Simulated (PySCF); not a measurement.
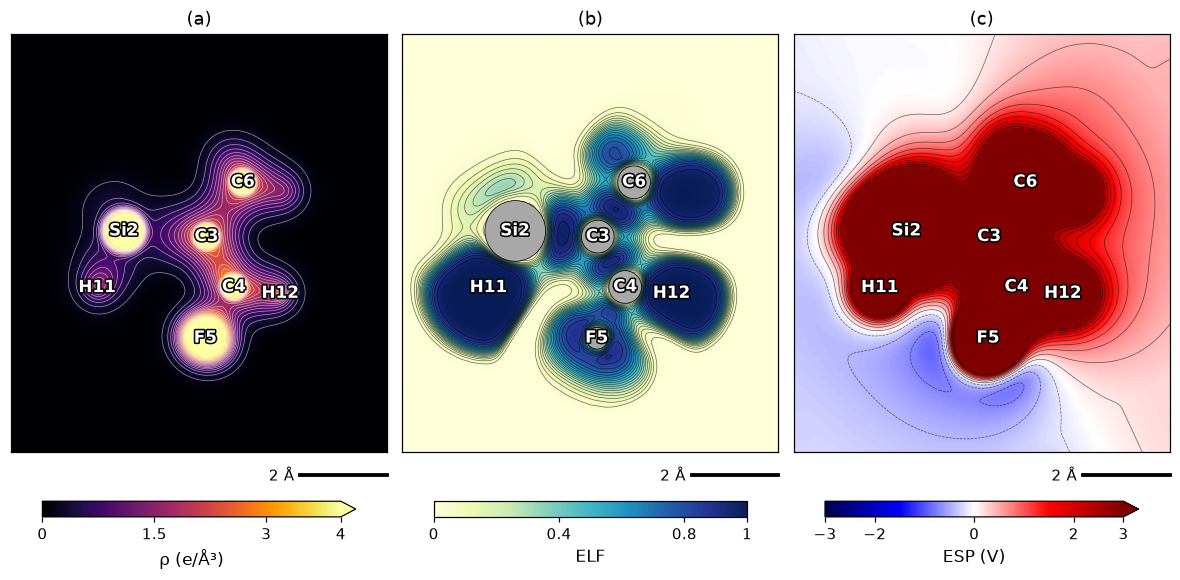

The picture shows: C4H8F2OSi. (a) total electron density; (b) ELF; (c) electrostatic potential on the plane of atoms F5, C4 and H12. Grey discs cover the atomic cores in the ELF map.

Geometry: GFN2-xTB.

Computed with PBE0/pcSseg-1, SCF density, gas phase, non-relativistic (PySCF).

```xyz
16

O    -2.2659   -1.0856   -0.1881
Si   -1.5627   -0.2677    1.0177
C     0.0134    0.6446    0.4529
C     0.0790    1.9618    0.3693
F    -0.9666    2.7618    0.6476
C     1.2498   -0.1422    0.1084
C     1.1814   -0.7555   -1.2877
F     0.3061   -1.8194   -1.3212
H    -1.7808   -1.7005   -0.7359
H    -1.1044   -1.1680    2.0834
H    -2.5994    0.6675    1.4068
H     0.9475    2.5468    0.0864
H     2.1318    0.5022    0.1358
H     1.3864   -0.9495    0.8304
H     0.8222   -0.0334   -2.0270
H     2.1547   -1.1540   -1.5902
```

Describe what can be read from this map.

- The section cuts through Si, C, F and H sites.
- C–C (1.32 Å): ρ at the midpoint is about 2.3 e/Å³; the ELF peaks at about 0.95 between the atoms (a short, multiple covalent bond).
- C–F (1.35 Å): the density is about 2.3 e/Å³ at the midpoint, with its minimum of 1.7 e/Å³ about 0.5 Å from C; the ELF peaks at about 0.85 between the atoms (a shared but strongly polarised pair).
- C–Si (1.91 Å): ρ at the midpoint is about 0.9 e/Å³; the ELF peaks at about 0.95 between the atoms (a covalent bond).
- C–C (1.51 Å): ρ at the midpoint is about 1.7 e/Å³; the ELF peaks at about 0.95 between the atoms, as expected for localised, covalent bonding.
- C–H (1.08 Å): ρ is about 2.1 e/Å³ halfway; the ELF climbs to about 1 towards the hydrogen, as it does in any bond to H (an ordinary covalent bond to hydrogen).
- The ELF also peaks beside F5, away from the bonds: lone-pair regions.
- Outside the dense part of the molecule the potential is most negative (−0.9 V) near F5.
